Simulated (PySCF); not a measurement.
# GeH9NSi2: the cost of one run

Programs: PySCF 2.14.0, with density-fitted response routines of our own. Each step states its level of theory. These are calculated values for one molecule in the gas phase, unless marked as measured. Atoms are numbered from 0 throughout.

## Step 1: The molecule as given

13 atoms, charge 0, multiplicity 1; geometry from: GFN2-xTB. The atoms were then displaced at random by about 0.01 Å, so the start is not that level's minimum.

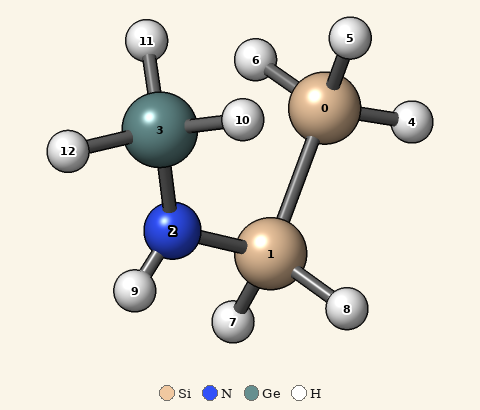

As it starts; silicon light orange, nitrogen blue, germanium teal, hydrogen white, atoms numbered.

## Step 2: Geometry optimisation at PBE0-D3(BJ)/def2-SVP

The job: settings as JSON, then the geometry in Å.

```
{"job": {"xc": "PBE0", "basis": "def2-SVP", "d3": "d3bj", "grid": 1, "shake": 0.01, "kind": "geom"}, "charge": 0, "multiplicity": 1}
Si     2.013210    -0.331720    -0.249700
Si     0.377990     0.071430     1.347730
N     -1.197180    -0.191670     0.619930
Ge    -1.680970     0.239830    -1.051950
H      3.322080     0.009260     0.259230
H      1.810820     0.517430    -1.463810
H      2.071030    -1.700680    -0.711130
H      0.407440    -0.834500     2.497330
H      0.441690     1.444430     1.938580
H     -1.932720    -0.271870     1.304110
H     -1.444570     1.675210    -1.370400
H     -0.968050    -0.630790    -2.008590
H     -3.214940    -0.013250    -1.121650
```

The run is started by

```console
$ OMP_NUM_THREADS=1 python probes_run.py task.json out
```

The driver reads the jobs from task.json and runs them one after another.

Q: Estimate the wall time and peak memory of this first job on 1 thread of Arm Neoverse V1, shared host.

About 2.2 min, with a peak of 0.54 GiB.
